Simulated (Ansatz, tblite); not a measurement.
# Si(SMe)H3 (CH6SSi): spin states and exact exchange

Aim: set other spin states of Si(SMe)H3 (CH6SSi) against its singlet, on many levels of theory.

Computed with Ansatz 0.2.0, Gaussian basis. Level: as each input shows.

Plan: triplet, at the geometry of the singlet (GFN1-xTB, GFN2-xTB, PBE0-D4/def2-TZVP, PBE-D4/def2-TZVP, r2SCAN-D4/def2-TZVP); the singlet's energies come from earlier runs.

2 further runs of the same task are left out: 2 that didn't finish.

## (1) The structure

The singlet was relaxed beforehand with PBE-D4/def2-TZVP.

9 atoms, charge 0, spin multiplicity 1.

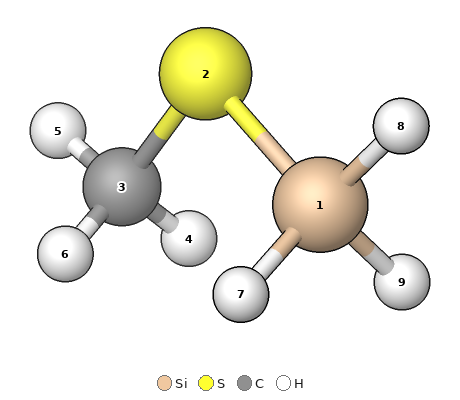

The geometry (silicon light orange, sulfur yellow, carbon grey, hydrogen white); atoms are numbered from 1 in the order of the file.

Geometry (Å):

```xyz
9

Si   -0.37259    0.84483   -1.17207
S    -0.43811    0.80471    0.96505
C     0.35957   -0.82030    1.24698
H    -0.22663   -1.62976    0.79399
H     0.39266   -0.96789    2.33331
H     1.38418   -0.83247    0.85444
H     1.03606    0.83915   -1.68189
H    -1.05901    2.10422   -1.58517
H    -1.07611   -0.34248   -1.75464
```

## (2) Triplet at the fixed geometry, GFN1-xTB

Tight binding, by tblite at 300 K electronic temperature and without a spin-polarisation term:

```python
tblite.interface.Calculator('GFN1-xTB', numbers, positions, charge=0, uhf=2).singlepoint()
```

Energy -292.0821 eV; 0.007 s.

## (3) Triplet at the fixed geometry, GFN2-xTB

Tight binding, by tblite at 300 K electronic temperature and without a spin-polarisation term:

```python
tblite.interface.Calculator('GFN2-xTB', numbers, positions, charge=0, uhf=2).singlepoint()
```

Energy -272.5181 eV; 0.006 s.

## (4) Triplet at the fixed geometry, PBE0-D4/def2-TZVP

File in.yaml:

```yaml
crystal:
  periodic: [false, false, false]
  atoms:
    - {symbol: Si, position_ang: [-0.372589, 0.844833, -1.172066]}
    - {symbol: S, position_ang: [-0.438112, 0.804706, 0.965051]}
    - {symbol: C, position_ang: [0.359571, -0.820301, 1.246981]}
    - {symbol: H, position_ang: [-0.226629, -1.629756, 0.793989]}
    - {symbol: H, position_ang: [0.392660, -0.967894, 2.333311]}
    - {symbol: H, position_ang: [1.384177, -0.832474, 0.854442]}
    - {symbol: H, position_ang: [1.036057, 0.839148, -1.681892]}
    - {symbol: H, position_ang: [-1.059010, 2.104220, -1.585174]}
    - {symbol: H, position_ang: [-1.076113, -0.342483, -1.754643]}
basis:
  gaussian: {orbitals: def2-TZVP}
magnetization: {spin_polarized: true, initial_magnetization: 2}
hamiltonian: {xc: pbe0, dispersion: d4}
scf: {omitted_lower_state_checks: [starts]}
output: {orbitals: {seedname: orbitals}}
```

The run is started by

```sh
$ ansatz run in.yaml --threads 4 --pin off --events-out ev --progress --plain --max-ram 3916MiB
```

What it wrote:

```text
Functional definition: PBE0
  name "PBE0"
  cite "Adamo & Barone, J. Chem. Phys. 110, 6158 (1999) doi:10.1063/1.478522"
  cite "Perdew, Burke & Ernzerhof, Phys. Rev. Lett. 77, 3865 (1996) doi:10.1103/PhysRevLett.77.3865"
  parent pbe
  parameter a = 0.25
  parameter kappa = 0.804
  parameter beta = 0.06672455060314922
  exchange = (1 - a)*pbe_x(kappa = kappa, mu = beta*pi^2/3) + a*exact_x
  correlation = pbe_c(beta = beta)
these checks for a lower state are left out or cut short: starts
983 factors; their error is unknown
mean field evaluation 1: about -19830.0618 eV, gradient 3.4e1 eV
mean field evaluation 2: about -19823.0603 eV, gradient 4.6e1 eV
mean field evaluation 4: about -19835.5212 eV, gradient 2.8e0 eV
mean field evaluation 8: about -19835.5783 eV, gradient 2.2e-1 eV
mean field evaluation 16: about -19835.6333 eV, gradient 2.9e-3 eV
mean field -19835.63326851 eV, -728.9460775425 hartree, gradient 2.2e-5 eV, S^2 2.007220; 0 other end points of the search recorded, 0 dependent functions left out
reference -19835.63330156 eV, -728.9460787574 hartree; 22, 20 occupied and 119, 121 virtual orbitals, 983 factors
Total energy: -19835.78064383 eV, -728.9514934858 hartree
Checks for a lower state left out: starts
```

Run time: 4.7 s. Hardware: 4 threads of Arm Neoverse N1, shared host.

HOMO -2.07 eV, LUMO -5.02 eV (over both spins; with the spin held, an empty level of the minority spin lies below the top filled one); ⟨S²⟩ 2.007 (pure: 2.00).

## (5) Triplet at the fixed geometry, PBE-D4/def2-TZVP

start.molden holds the orbitals of an earlier run on this state, given as this run's starting guess.

Changes to in.yaml since step 4:

```diff
@@ -13,5 +13,5 @@
 basis:
-  gaussian: {orbitals: def2-TZVP}
+  gaussian: {orbitals: def2-TZVP, initial_orbitals: start.molden}
 magnetization: {spin_polarized: true, initial_magnetization: 2}
-hamiltonian: {xc: pbe0, dispersion: d4}
+hamiltonian: {xc: pbe, dispersion: d4}
 scf: {omitted_lower_state_checks: [starts]}
```

Launched as before.

What it wrote:

```text
Functional definition: PBE
  name "PBE"
  cite "Perdew, Burke & Ernzerhof, Phys. Rev. Lett. 77, 3865 (1996) doi:10.1103/PhysRevLett.77.3865"
  parent pbe
  parameter kappa = 0.804
  parameter beta = 0.06672455060314922
  exchange = pbe_x(kappa = kappa, mu = beta*pi^2/3)
  correlation = pbe_c(beta = beta)
these checks for a lower state are left out or cut short: starts
957 factors; their error is unknown
mean field evaluation 1: about -19833.7654 eV, gradient 7.3e0 eV
mean field evaluation 2: about -19833.8670 eV, gradient 2.2e-1 eV
mean field evaluation 4: about -19833.8538 eV, gradient 4.9e-2 eV
mean field evaluation 8: about -19833.8538 eV, gradient 1.6e-5 eV
mean field -19833.85381359 eV, -728.8806837803 hartree, gradient 2.5e-5 eV, S^2 2.003846; 0 other end points of the search recorded, 0 dependent functions left out
reference -19833.85385756 eV, -728.8806853965 hartree; 22, 20 occupied and 119, 121 virtual orbitals, 957 factors
Total energy: -19834.02918304 eV, -728.8871284890 hartree
Checks for a lower state left out: starts
```

Run time: 3 s. Hardware: 4 threads of Arm Neoverse N1, shared host.

Report: HOMO -1.39 eV, LUMO -6.14 eV (over both spins; with the spin held, an empty level of the minority spin lies below the top filled one); ⟨S²⟩ 2.004 (pure: 2.00).

## (6) Triplet at the fixed geometry, r2SCAN-D4/def2-TZVP

Changes to in.yaml since step 5:

```diff
@@ -15,3 +15,3 @@
 magnetization: {spin_polarized: true, initial_magnetization: 2}
-hamiltonian: {xc: pbe, dispersion: d4}
+hamiltonian: {xc: r2scan, dispersion: d4}
 scf: {omitted_lower_state_checks: [starts]}
```

Same command.

What it wrote:

```text
Functional definition: r2SCAN
  name "r2SCAN"
  cite "Furness, Kaplan, Ning, Perdew & Sun, J. Phys. Chem. Lett. 11, 8208 (2020) doi:10.1021/acs.jpclett.0c02405"
  cite "Furness, Kaplan, Ning, Perdew & Sun, J. Phys. Chem. Lett. 11, 9248 (2020) doi:10.1021/acs.jpclett.0c03077"
  parent r2scan
  parameter k0 = 0.174
  parameter k1 = 0.065
  parameter a1 = 4.9479
  exchange = r2scan_x(k0 = k0, k1 = k1, a1 = a1)
  correlation = r2scan_c
these checks for a lower state are left out or cut short: starts
957 factors; their error is unknown
mean field evaluation 1: about -19842.0154 eV, gradient 5.1e0 eV
mean field evaluation 2: about -19842.0540 eV, gradient 7.1e-2 eV
mean field evaluation 4: about -19842.0350 eV, gradient 1.1e-3 eV
mean field evaluation 8: about -19842.0350 eV, gradient 3.7e-5 eV
mean field -19842.03502288 eV, -729.1813376765 hartree, gradient 1.1e-5 eV, S^2 2.009500; 0 other end points of the search recorded, 0 dependent functions left out
reference -19842.03503864 eV, -729.1813382556 hartree; 22, 20 occupied and 119, 121 virtual orbitals, 957 factors
Total energy: -19842.07605088 eV, -729.1828454275 hartree
Checks for a lower state left out: starts
```

It took 7 s on 4 threads of Arm Neoverse N1, shared host.

Report: HOMO -1.42 eV, LUMO -5.77 eV (over both spins; with the spin held, an empty level of the minority spin lies below the top filled one); ⟨S²⟩ 2.009 (pure: 2.00).

## (7) Triplet less singlet, vertical

The singlet's energies are those of its earlier runs, whose logs aren't repeated here.

```
              level  triplet less singlet, vertical (kJ/mol)     time
           GFN1-xTB                                   +549.4  0.014 s
           GFN2-xTB                                   +463.0  0.011 s
   PBE-D4/def2-TZVP                                   +476.2    4.4 s
r2SCAN-D4/def2-TZVP                                   +488.5     10 s
  PBE0-D4/def2-TZVP                                   +496.8    6.3 s
```

Times add the two runs; a level without a time comes out of a correlated run. Tight binding without a spin term can't rank spin states.

## (8) Summary of results

| quantity | value |
| --- | --- |
| triplet less singlet, vertical, functionals in def2-TZVP | +476.2 (PBE-D4) to +496.8 kJ/mol (PBE0-D4) |

What this shows: All functionals put the triplet above the singlet, over a spread of 20.6 kJ/mol. The checks for a lower triplet were left out, so another state of that spin may lie lower. These are electronic energies, without zero-point motion, entropy or surroundings.
